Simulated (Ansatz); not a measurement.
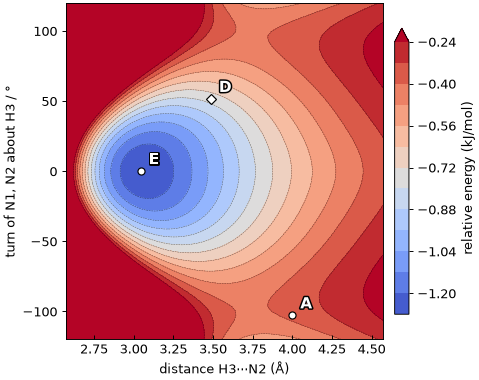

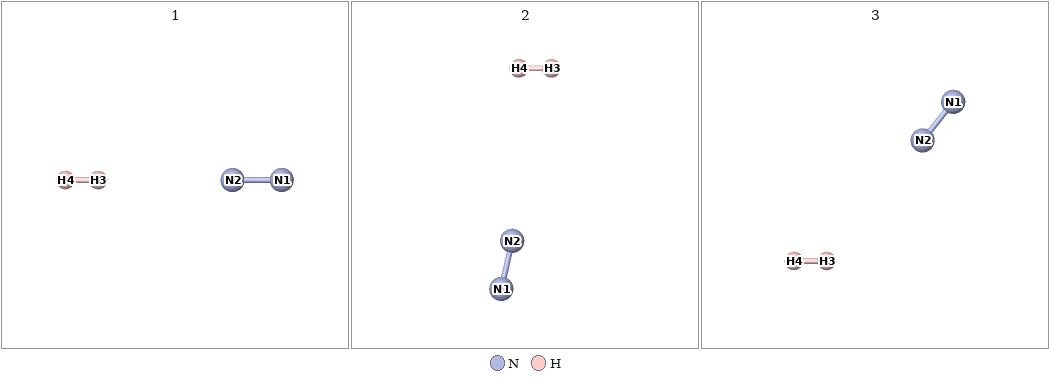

The pair N₂···H₂. The turn is about an axis along (0.93, 0.37, 0.02) in the frame of the relaxed pair, normal to the line between the partners. Coordinates scanned: (1) distance H3···N2; (2) turn of N1, N2 about H3. The grid has 15 × 15 points. Points are written as (first, second). Energies are in kJ/mol, from the two partners far apart, frozen as in the relaxed pair, each in its own basis (no counterpoise correction). Method: RHF-MP2, frozen core/def2-TZVPD in Ansatz 0.2.0.

The picture shows filled contours, one colour for all values above the top of the scale, lettered points. Between grid points the surface is interpolated. The numbered pictures are the structures at these points, in random order.

**Which structure belongs to which point?**

A is structure 2: (3.998 Å, −102.9°), −0.38 kJ/mol; D is structure 3: (3.485 Å, 51.4°), −0.77 kJ/mol; E is structure 1: (3.044 Å, 0.0°), −1.27 kJ/mol.
